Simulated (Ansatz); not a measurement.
# Site preference of a vacancy of Zn in amorphous Hg20Zn15S35 (70 atoms), part 2 of 3

Aim: make a vacancy of Zn at several sites of amorphous Hg20Zn15S35 (70 atoms), relax each, and compare their energies.

Ansatz 0.2.0; Kohn-Sham DFT, PBE, PAW (set soft_2), plane waves.

The cell: 20 Hg, 15 Zn and 35 S. The quench rate of 500 K/ps is orders of magnitude faster than experiment. The starting topology of bonds comes from the classical model. Sampling is at Γ alone, for a cell whose shortest periodic width is 12 Å. No spin–orbit coupling is included.

So far. Step 2 (Single point at the start): The r.m.s. force at the start is 0.38 eV/Å. Step 3 (Relaxation): The relaxation converged after 34 steps, 16.8 eV below its start, with a largest force component of 0.049 eV/Å.

### Step 4. Single point at the relaxed geometry

The electronic structure is read at the final geometry, in a run of its own.

Contents of input.yaml:

```yaml
crystal:
  lattice:
    - [11.8242, 0.0, 0.0]
    - [0.0, 11.8242, 0.0]
    - [0.0, 0.0, 11.8242]
  atoms:
    - { symbol: Hg, position: [0.77337, 0.40828, 0.17038] }
    - { symbol: Hg, position: [0.09304, 0.73634, 0.25684] }
    - { symbol: Hg, position: [0.03373, 0.99953, 0.67017] }
    - { symbol: Hg, position: [0.98669, 0.21361, 0.30293] }
    - { symbol: Hg, position: [0.2684, 0.50632, 0.86847] }
    - { symbol: Hg, position: [0.35426, 0.71469, 0.05645] }
    [... 58 atom lines left out ...]
    - { symbol: S, position: [0.5778, 0.8282, 0.07394] }
    - { symbol: S, position: [0.81151, 0.29109, 0.36752] }
    - { symbol: S, position: [0.15209, 0.2034, 0.90245] }
    - { symbol: S, position: [0.83226, 0.13072, 0.86741] }
    - { symbol: S, position: [0.63517, 0.77275, 0.80568] }
    - { symbol: S, position: [0.56959, 0.07051, 0.63822] }
kpoints:
  mp_grid: { grid: [1, 1, 1] }
hamiltonian:
  xc: pbe
scf:
  occupations: { method: fermi_dirac, width: 0.05 }
output:
  forces: true
  stress: true
  populations: true
  dos:
    method: { smearing: { sigma: 0.1 } }
    de: 0.1
    projected: { site_lists: { Hg: [Hg], S: [S], Zn: [Zn] } }
  eigenvalues: true
  write_density: true
  write_potential: true
  volumetric_format: npy
```

The run is started by

```sh
> ansatz run input.yaml --threads 4 --pin off --max-ram 8192MiB --backend cpu --events-out ev --progress --plain --runs-dir out
```

Numbers of over 12 decimals in the logs are rounded to 6 here.

The program printed:

```text
[...]
Crystal: 70 atoms, lattice volume = 1653.162 Å³
Basis set: ecut = 420 eV, 32423 PW (Γ), exchange–correlation on 160×160×160 points (8 copies of the dense FFT grid, shifted against one another)
Bands: 474, of which v1, the nominal top of the filled ones, is band 395 counted from 1 (394 counted from 0)
Symmetry: 1 space group operations
[...]
k-points: 1
[...]
SCF iter   1: F=—  HF=-357644.028442 eV  |F-HF|=—  |Δ(HF+E_count)|=         —  Δρ=2.30e-3  dr2=2.44e-1  ethr=1.77e-3  ⟨swp⟩=6.0  Hψ=1919  notcnv=0  defer=16
[...]
SCF iter  10: F=-357643.985714 eV  HF=-357643.985714 eV  |F-HF|=5.48e-8  |Δ(HF+E_count)|=   3.05e-7  Δρ=1.26e-6  dr2=4.99e-8  ethr=1.27e-11  ⟨swp⟩=15.0  Hψ=3698  notcnv=0
SCF 1 converged in 10 iterations: F = -357643.985714 eV  dr2 = 4.99e-8
[...]
SCF converged after 10 iterations
Free energy (F): -357643.985714 eV
[...]
Internal energy: -357643.985694 eV  (E = F + TS)
E sigma→0 (E₀):  -357643.985704 eV
Entropy (-TS):   -0.000020 eV (-0.000 meV/atom)
Fermi energy:    7.508329 eV
[...]
--- Forces (eV/Å), atoms counted from 1 ---
  atom   1  Hg     0.00210822     0.01156752     0.01049363
  atom   2  Hg    -0.01077607     0.00788343     0.01439565
  atom   3  Hg     0.01325908    -0.01524952    -0.01990170
  atom   4  Hg    -0.00357949    -0.01821778    -0.01448016
  atom   5  Hg     0.01167479    -0.00790861    -0.00538060
  atom   6  Hg    -0.00041364     0.02140271     0.00618937
  atom   7  Hg     0.02271271    -0.03209490    -0.00265584
  atom   8  Hg     0.00669212    -0.00106851     0.00110919
  atom   9  Hg    -0.00498793     0.01626254     0.00853720
  atom  10  Hg    -0.01986283    -0.00648796     0.00246366
  atom  11  Hg     0.00131115     0.00642777     0.00291182
  atom  12  Hg     0.00171259     0.01068069    -0.01691683
  atom  13  Hg    -0.02029274     0.00437271     0.00257645
  atom  14  Hg    -0.01849478    -0.01222289     0.00607202
[...]
atom  69  S     -0.03212165     0.01789201     0.00664417
  atom  70  S     -0.00391911     0.01728221     0.00290517
  max |Σ_I F_I| component: 2.22e-5 eV/Å
--- Stress (GPa, compression-positive) ---
        2.407587      -0.529493       0.109281
       -0.529493       2.009009       0.565484
        0.109281       0.565484       1.329438
  P = ⅓ Tr σ = 1.9153 GPa (19.153 kbar)
--- Band table (eV) ---
[...]
--- Löwdin populations: 70 sites ---
  site symbol       q [e]
     0     Hg     19.0049
     1     Hg     19.0354
     2     Hg     18.9969
[...]
69      S      6.8607
  spilling = 0.009076 (of n_electrons = 790.000000)
```

The job ended after 41 s (4 threads of Arm Neoverse V1, shared host; peak memory 2.3 GiB; 2.6 min of CPU time).

Numbers from this run:

| Property | Result |
| --- | --- |
| free energy | -357643.9857 eV |
| free energy per atom | -5109.1998 eV/atom |
| SCF cycles | 10 |
| pressure | 1.915 GPa |
| r.m.s. force component | 0.01439 eV/Å |
| longest force | 0.05353 eV/Å |
| Fermi energy | 7.508 eV |
| gap (highest filled to lowest empty level) | 1.187 eV |
| spilling of the projection | 0.009076 |

Density of states as counts of states in windows of 1 eV (from the Fermi level), total and the larger projections:

| from (eV) | to (eV) | total | S p | Hg d | Zn d | Hg s |
| --- | --- | --- | --- | --- | --- | --- |
| -10 | -9 | 0.0 | 0.0 | 0.0 | 0.0 | 0.0 |
| -9 | -8 | 7.3 | 1.5 | 4.9 | 0.3 | 0.3 |
| -8 | -7 | 132.2 | 12.8 | 74.9 | 40.8 | 1.5 |
| -7 | -6 | 200.9 | 6.7 | 91.7 | 98.5 | 1.2 |
| -6 | -5 | 37.7 | 12.5 | 13.7 | 2.7 | 5.2 |
| -5 | -4 | 37.4 | 20.2 | 4.1 | 1.9 | 5.8 |
| -4 | -3 | 35.0 | 26.2 | 2.0 | 1.1 | 2.6 |
| -3 | -2 | 47.2 | 38.8 | 2.1 | 1.4 | 1.7 |
| -2 | -1 | 49.7 | 42.2 | 2.0 | 1.4 | 1.5 |
| -1 | 0 | 12.7 | 10.2 | 0.5 | 0.3 | 1.0 |
| 0 | 1 | 5.6 | 2.2 | 0.2 | 0.0 | 2.1 |
| 1 | 2 | 22.2 | 8.8 | 0.5 | 0.1 | 6.8 |
| 2 | 3 | 28.5 | 8.9 | 0.3 | 0.1 | 4.3 |
| 3 | 4 | 33.5 | 5.6 | 0.1 | 0.1 | 1.2 |
| 4 | 5 | 32.1 | 3.2 | 0.1 | 0.0 | 0.4 |

Between -26 and -10 eV lie 70 more states.

The stored curve holds about 630 of the 790 electrons; the rest, give or take the few that broadening carries across the Fermi level, lie in deeper levels below its range.

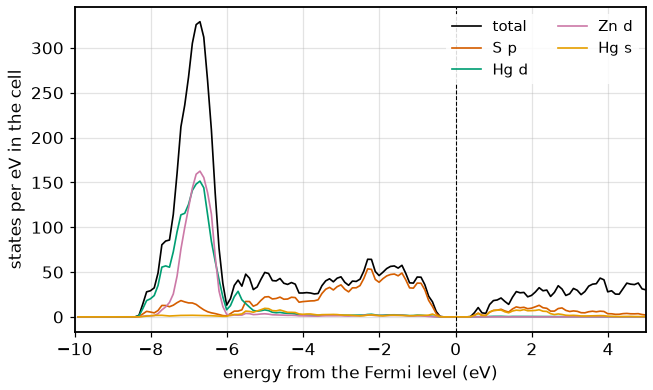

Total and projected density of states, with the broadening of the input.

The levels nearest the highest filled one (over half full), pooled over k-points and spins:

| level less the highest filled one (eV) | occupation |
| --- | --- |
| -0.312 | 2 |
| -0.284 | 2 |
| -0.230 | 2 |
| -0.203 | 2 |
| -0.0918 | 2 |
| 0 | 2 |
| 1.19 | 0 |
| 1.50 | 0 |
| 1.60 | 0 |
| 1.73 | 0 |
| 1.80 | 0 |
| 1.91 | 0 |

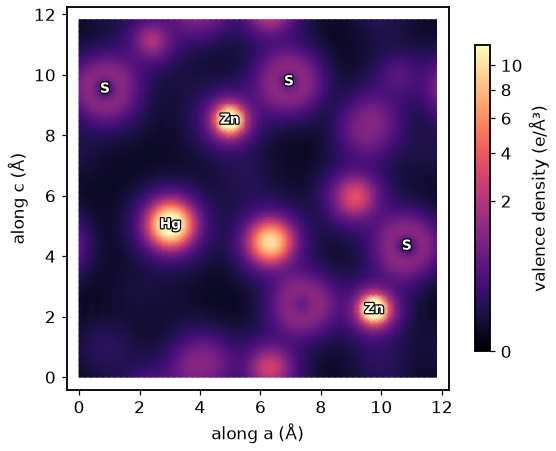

Valence density in the ac plane at fractional y = 0.347, with atoms of Hg and Zn and S within 0.2 Å of it. It is the smooth field of the valence electrons, not physical close to the nuclei. The map starts off the cell's origin, so that atoms lie inside it. The colour scale is stretched toward low values.

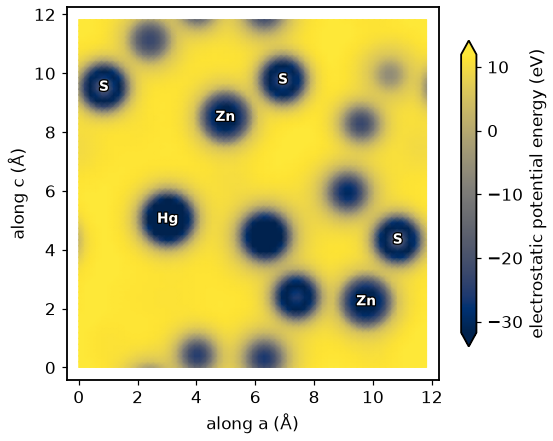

Electrostatic potential energy in the ac plane at fractional y = 0.347, with atoms of Hg and Zn and S within 0.2 Å of it. With pseudopotentials it is smooth inside the atoms' cores, unlike the true potential. The map starts off the cell's origin, so that atoms lie inside it.

Between filled and empty levels lie 1.19 eV (at Γ alone); a semilocal functional tends to put such gaps too low. In a disordered cell it changes from sample to sample, and tail or defect levels can set it.

### Step 5. Vacancy of Zn, site Zn35

The site has 3 bonded neighbours (S3) at 2.28 Å on average, by cutoffs that count no bonds between two metal atoms or like ions. The change is made in the relaxed cell and the atoms are relaxed again.

Contents of input.yaml:

```yaml
crystal:
  lattice:
    - [11.8242, 0.0, 0.0]
    - [0.0, 11.8242, 0.0]
    - [0.0, 0.0, 11.8242]
  atoms:
    [... atom lines 1 to 31 left out ...]
    - { symbol: Zn, position: [0.75653, 0.94057, 0.10507] }
    - { symbol: Zn, position: [0.97759, 0.53504, 0.04683] }
    - { symbol: Zn, position: [0.97972, 0.71405, 0.49729] }
    - { symbol: S, position: [0.0774, 0.22831, 0.74621] }
    - { symbol: S, position: [0.73599, 0.86366, 0.28247] }
    - { symbol: S, position: [0.58788, 0.67081, 0.53391] }
    - { symbol: S, position: [0.45753, 0.22256, 0.21039] }
    [... atom lines 39 to 69 left out ...]
kpoints:
  mp_grid: { grid: [1, 1, 1] }
hamiltonian:
  xc: pbe
scf:
  occupations: { method: fermi_dirac, width: 0.05 }
output:
  forces: true
  eigenvalues: true
relax:
  f_tol: 0.05
  max_steps: 90
```

The program printed:

```text
[...]
Crystal: 69 atoms, lattice volume = 1653.162 Å³
Basis set: ecut = 420 eV, 32423 PW (Γ), exchange–correlation on 160×160×160 points (8 copies of the dense FFT grid, shifted against one another)
Bands: 467, of which v1, the nominal top of the filled ones, is band 389 counted from 1 (388 counted from 0)
Symmetry: 1 space group operations
[...]
k-points: 1
[...]
SCF iter   1: F=—  HF=-354322.194028 eV  |F-HF|=—  |Δ(HF+E_count)|=         —  Δρ=6.91e-3  dr2=2.87e0  ethr=1.77e-3  ⟨swp⟩=6.0  Hψ=1891  notcnv=0  defer=16
[...]
SCF iter   9: F=-354321.941730 eV  HF=-354321.941775 eV  |F-HF|=4.49e-5  |Δ(HF+E_count)|=   2.02e-5  Δρ=3.56e-5  dr2=4.93e-5  ethr=8.03e-9  ⟨swp⟩=9.0  Hψ=2101  notcnv=0
SCF 1 converged in 9 iterations: F = -354321.941730 eV  dr2 = 4.93e-5
[...]
relax step   1: F+E_penalty+E_count = -354321.94172993 eV  Δ(F+E_penalty+E_count) = +0.000e0 eV  max|allowed force component| = 6.228e-1 eV/Å  Δτ_max = 0.0000 Å  (9 SCF iters, dr2 threshold 6.25e-5 eV, accepted)
[...]
relax step   2: F+E_penalty+E_count = -354322.26210018 eV  Δ(F+E_penalty+E_count) = -3.204e-1 eV  max|allowed force component| = 3.154e-1 eV/Å  Δτ_max = 0.1949 Å  (7 SCF iters, dr2 threshold 2.42e-5 eV, accepted)
[...]
relax step   3: F+E_penalty+E_count = -354322.43823995 eV  Δ(F+E_penalty+E_count) = -1.761e-1 eV  max|allowed force component| = 2.075e-1 eV/Å  Δτ_max = 0.1979 Å  (9 SCF iters, dr2 threshold 6.22e-6 eV, accepted)
relax step   4: F+E_penalty+E_count = -354322.59478160 eV  Δ(F+E_penalty+E_count) = -1.565e-1 eV  max|allowed force component| = 1.840e-1 eV/Å  Δτ_max = 0.1923 Å  (8 SCF iters, dr2 threshold 1.10e-5 eV, accepted)
relax step   5: F+E_penalty+E_count = -354322.78359703 eV  Δ(F+E_penalty+E_count) = -1.888e-1 eV  max|allowed force component| = 1.827e-1 eV/Å  Δτ_max = 0.1952 Å  (7 SCF iters, dr2 threshold 1.46e-5 eV, accepted)
relax step   6: F+E_penalty+E_count = -354322.95452466 eV  Δ(F+E_penalty+E_count) = -1.709e-1 eV  max|allowed force component| = 2.187e-1 eV/Å  Δτ_max = 0.1952 Å  (7 SCF iters, dr2 threshold 2.62e-5 eV, accepted)
relax step   7: F+E_penalty+E_count = -354323.06158924 eV  Δ(F+E_penalty+E_count) = -1.071e-1 eV  max|allowed force component| = 1.738e-1 eV/Å  Δτ_max = 0.1949 Å  (7 SCF iters, dr2 threshold 4.72e-5 eV, accepted)
relax step   8: F+E_penalty+E_count = -354323.16648886 eV  Δ(F+E_penalty+E_count) = -1.049e-1 eV  max|allowed force component| = 1.625e-1 eV/Å  Δτ_max = 0.2000 Å  (7 SCF iters, dr2 threshold 1.91e-5 eV, accepted)
relax step   9: F+E_penalty+E_count = -354323.27253079 eV  Δ(F+E_penalty+E_count) = -1.060e-1 eV  max|allowed force component| = 1.385e-1 eV/Å  Δτ_max = 0.1949 Å  (7 SCF iters, dr2 threshold 1.67e-5 eV, accepted)
relax step  10: F+E_penalty+E_count = -354323.37305185 eV  Δ(F+E_penalty+E_count) = -1.005e-1 eV  max|allowed force component| = 1.578e-1 eV/Å  Δτ_max = 0.1950 Å  (7 SCF iters, dr2 threshold 1.39e-5 eV, accepted)
relax step  11: F+E_penalty+E_count = -354323.46108826 eV  Δ(F+E_penalty+E_count) = -8.804e-2 eV  max|allowed force component| = 1.651e-1 eV/Å  Δτ_max = 0.1909 Å  (6 SCF iters, dr2 threshold 1.81e-5 eV, accepted)
relax step  12: F+E_penalty+E_count = -354323.55073404 eV  Δ(F+E_penalty+E_count) = -8.965e-2 eV  max|allowed force component| = 1.362e-1 eV/Å  Δτ_max = 0.1951 Å  (6 SCF iters, dr2 threshold 2.73e-5 eV, accepted)
relax step  13: F+E_penalty+E_count = -354323.64087885 eV  Δ(F+E_penalty+E_count) = -9.014e-2 eV  max|allowed force component| = 1.299e-1 eV/Å  Δτ_max = 0.1952 Å  (7 SCF iters, dr2 threshold 1.26e-5 eV, accepted)
relax step  14: F+E_penalty+E_count = -354323.73355668 eV  Δ(F+E_penalty+E_count) = -9.268e-2 eV  max|allowed force component| = 1.556e-1 eV/Å  Δτ_max = 0.1957 Å  (7 SCF iters, dr2 threshold 1.15e-5 eV, accepted)
relax step  15: F+E_penalty+E_count = -354323.81664629 eV  Δ(F+E_penalty+E_count) = -8.309e-2 eV  max|allowed force component| = 1.206e-1 eV/Å  Δτ_max = 0.1927 Å  (7 SCF iters, dr2 threshold 2.20e-5 eV, accepted)
relax step  16: F+E_penalty+E_count = -354323.87630305 eV  Δ(F+E_penalty+E_count) = -5.966e-2 eV  max|allowed force component| = 1.055e-1 eV/Å  Δτ_max = 0.1945 Å  (7 SCF iters, dr2 threshold 8.75e-6 eV, accepted)
relax step  17: F+E_penalty+E_count = -354323.92162084 eV  Δ(F+E_penalty+E_count) = -4.532e-2 eV  max|allowed force component| = 1.170e-1 eV/Å  Δτ_max = 0.1479 Å  (7 SCF iters, dr2 threshold 6.69e-6 eV, accepted)
relax step  18: F+E_penalty+E_count = -354323.97203978 eV  Δ(F+E_penalty+E_count) = -5.042e-2 eV  max|allowed force component| = 1.166e-1 eV/Å  Δτ_max = 0.1529 Å  (7 SCF iters, dr2 threshold 1.05e-5 eV, accepted)
relax step  19: F+E_penalty+E_count = -354324.01250591 eV  Δ(F+E_penalty+E_count) = -4.047e-2 eV  max|allowed force component| = 9.402e-2 eV/Å  Δτ_max = 0.1592 Å  (7 SCF iters, dr2 threshold 1.35e-5 eV, accepted)
relax step  20: F+E_penalty+E_count = -354324.04453525 eV  Δ(F+E_penalty+E_count) = -3.203e-2 eV  max|allowed force component| = 9.535e-2 eV/Å  Δτ_max = 0.1209 Å  (7 SCF iters, dr2 threshold 5.75e-6 eV, accepted)
relax step  21: F+E_penalty+E_count = -354324.08441416 eV  Δ(F+E_penalty+E_count) = -3.988e-2 eV  max|allowed force component| = 1.084e-1 eV/Å  Δτ_max = 0.1938 Å  (7 SCF iters, dr2 threshold 5.91e-6 eV, accepted)
relax step  22: F+E_penalty+E_count = -354324.12871393 eV  Δ(F+E_penalty+E_count) = -4.430e-2 eV  max|allowed force component| = 1.394e-1 eV/Å  Δτ_max = 0.1959 Å  (6 SCF iters, dr2 threshold 1.18e-5 eV, accepted)
relax step  23: F+E_penalty+E_count = -354324.18234127 eV  Δ(F+E_penalty+E_count) = -5.363e-2 eV  max|allowed force component| = 1.839e-1 eV/Å  Δτ_max = 0.1905 Å  (6 SCF iters, dr2 threshold 1.94e-5 eV, accepted)
relax step  24: F+E_penalty+E_count = -354324.25240992 eV  Δ(F+E_penalty+E_count) = -7.007e-2 eV  max|allowed force component| = 1.826e-1 eV/Å  Δτ_max = 0.1955 Å  (6 SCF iters, dr2 threshold 3.38e-5 eV, accepted)
relax step  25: F+E_penalty+E_count = -354324.34463906 eV  Δ(F+E_penalty+E_count) = -9.223e-2 eV  max|allowed force component| = 1.540e-1 eV/Å  Δτ_max = 0.1955 Å  (6 SCF iters, dr2 threshold 3.29e-5 eV, accepted)
relax step  26: F+E_penalty+E_count = -354324.42666935 eV  Δ(F+E_penalty+E_count) = -8.203e-2 eV  max|allowed force component| = 1.307e-1 eV/Å  Δτ_max = 0.1948 Å  (7 SCF iters, dr2 threshold 1.69e-5 eV, accepted)
relax step  27: F+E_penalty+E_count = -354324.48540430 eV  Δ(F+E_penalty+E_count) = -5.873e-2 eV  max|allowed force component| = 7.993e-2 eV/Å  Δτ_max = 0.2000 Å  (7 SCF iters, dr2 threshold 1.21e-5 eV, accepted)
relax step  28: F+E_penalty+E_count = -354324.49493114 eV  Δ(F+E_penalty+E_count) = -9.527e-3 eV  max|allowed force component| = 2.634e-1 eV/Å  Δτ_max = 0.1207 Å  (10 SCF iters, accepted)
relax step  29: F+E_penalty+E_count = -354324.44406734 eV  Δ(F+E_penalty+E_count) = +5.086e-2 eV  max|allowed force component| = 2.766e-1 eV/Å  Δτ_max = 0.2000 Å  (7 SCF iters, dr2 threshold 2.60e-5 eV, rejected (line search))
relax step  30: F+E_penalty+E_count = -354324.51559724 eV  Δ(F+E_penalty+E_count) = -2.067e-2 eV  max|allowed force component| = 1.792e-1 eV/Å  Δτ_max = 0.0836 Å  (10 SCF iters, accepted)
relax step  31: F+E_penalty+E_count = -354324.50312401 eV  Δ(F+E_penalty+E_count) = +1.247e-2 eV  max|allowed force component| = 2.025e-1 eV/Å  Δτ_max = 0.1000 Å  (6 SCF iters, dr2 threshold 1.49e-5 eV, rejected (line search))
relax step  32: F+E_penalty+E_count = -354324.52442899 eV  Δ(F+E_penalty+E_count) = -8.832e-3 eV  max|allowed force component| = 5.101e-2 eV/Å  Δτ_max = 0.0470 Å  (9 SCF iters, accepted)
[...]
relax step  33: F+E_penalty+E_count = -354324.52523492 eV  Δ(F+E_penalty+E_count) = -8.059e-4 eV  max|allowed force component| = 3.707e-2 eV/Å  Δτ_max = 0.0248 Å  (7 SCF iters, accepted)
SCF converged after 7 iterations
Free energy (F): -354324.525235 eV
[...]
Internal energy: -354324.525231 eV  (E = F + TS)
E sigma→0 (E₀):  -354324.525233 eV
Entropy (-TS):   -0.000004 eV (-0.000 meV/atom)
Fermi energy:    7.400641 eV
[...]
--- Forces (eV/Å), atoms counted from 1 ---
  atom   1  Hg    -0.00877732     0.00657619    -0.00580148
  atom   2  Hg     0.00288909     0.00121313     0.00245330
  atom   3  Hg    -0.00743377    -0.00101004    -0.00169276
  atom   4  Hg    -0.00416709    -0.00093075    -0.00499359
  atom   5  Hg    -0.00322682    -0.00818979     0.00198320
  atom   6  Hg     0.03262309     0.00275117    -0.02648709
  atom   7  Hg    -0.00007310     0.00139843     0.00093718
  atom   8  Hg     0.00445839    -0.00272422    -0.01085843
  atom   9  Hg     0.00057284     0.00086260    -0.00315498
  atom  10  Hg     0.00957594    -0.00235939     0.00476638
  atom  11  Hg     0.00225545     0.00310354    -0.00154507
  atom  12  Hg    -0.00345618    -0.00001830    -0.00200555
  atom  13  Hg     0.00456192     0.00291170     0.00224187
  atom  14  Hg    -0.00004507    -0.00166712    -0.00412970
[...]
atom  68  S     -0.00351238    -0.00373985    -0.01090236
  atom  69  S     -0.00155004    -0.00320916     0.00056713
  max |Σ_I F_I| component: 4.00e-5 eV/Å
--- Band table (eV) ---
[...]
--- Relaxed structure (33 steps of the walk, 31 accepted, 0 SCFs on fresh bases) ---
  F+E_penalty+E_count = -354324.52523492 eV   max|allowed force component| = 3.707e-2 eV/Å
  atoms:
    - { symbol: Hg, position: [0.780230, 0.393333, 0.177555] }
    - { symbol: Hg, position: [0.141813, 0.843026, 0.235005] }
    - { symbol: Hg, position: [0.041263, 1.006374, 0.668498] }
    - { symbol: Hg, position: [0.974846, 0.191011, 0.301576] }
[...]
- { symbol: S, position: [0.619209, 0.063404, 0.635295] }
```

The job ended after 14 min (4 threads; peak memory 2.4 GiB; 56 min of CPU time).

The relaxation converged after 33 steps, 2.58 eV below its start, with a largest force component of 0.037 eV/Å.

The surroundings of the place of the removed atom, after relaxation: 12 atoms, nearest first, with positions taken from that point. Atoms keep their numbers of the cell before the removal, where the removed atom was number 35.

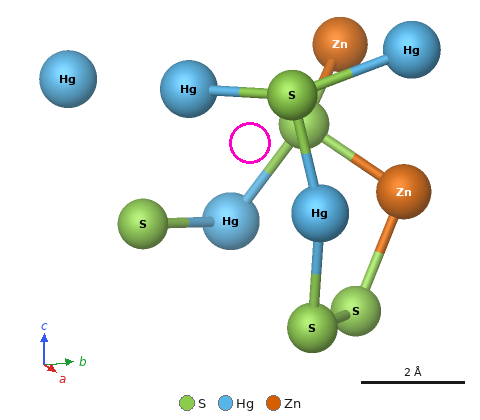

The atoms of the table, within 4.0 Å (arrows a, b, c point along x, y, z); some may hide others. A ring marks the centre wherever it is empty.

| atom | x | y | z | distance (Å) | bonds |
| --- | --- | --- | --- | --- | --- |
| S53 | -0.88 | 1.38 | 0.08 | 1.64 | 3 |
| Hg16 | 0.28 | -1.34 | 1.23 | 1.84 | 1 |
| Hg18 | 2.38 | 0.67 | -0.94 | 2.64 | 3 |
| S49 | -0.68 | -1.97 | -1.64 | 2.65 | 2 |
| Hg14 | -1.83 | 0.19 | -1.98 | 2.70 | 3 |
| S70 | 2.29 | 0.13 | 1.44 | 2.71 | 3 |
| Zn23 | 0.05 | 3.12 | -1.19 | 3.34 | 4 |
| Zn25 | -2.40 | 2.61 | 1.26 | 3.76 | 4 |
| Hg8 | -1.64 | -3.20 | 1.13 | 3.77 | 2 |
| S41 | 1.83 | 0.69 | -3.35 | 3.88 | 2 |
| Hg19 | 2.03 | 2.65 | 2.11 | 3.95 | 3 |
| S39 | 0.27 | 2.07 | -3.45 | 4.03 | 3 |

The column of bonds counts only the pairs S-S within 2.37 Å, S-Hg within 2.98 Å, S-Zn within 2.88 Å; other neighbours, such as metal atoms beside each other in a compound, aren't counted, and periodic images can show an atom twice.

The largest move is 2.08 Å, by Hg10.

### Step 6. Vacancy of Zn, site Zn25

The site has 4 bonded neighbours (S4) at 2.34 Å on average. 

Input and log are left out; they have the form of those shown for this kind of step.

Elapsed: 7.7 min, on 4 threads of Arm Neoverse V1, shared host; peak memory 2.4 GiB; 30 min of CPU time.

The relaxation converged after 17 steps, 1.31 eV below its start, with a largest force component of 0.048 eV/Å.

(Continued in part 3 of 3.)

[Logs are printed without paths, hosts, clocks, repeated set-up lines and the standing remarks that a program may print on its own settings, such as how far it seeks lower states.]

[Hosts, paths, dates, database ids (printed as entryN), source tags and the programs' standing remarks are cut or masked in the printed files.]
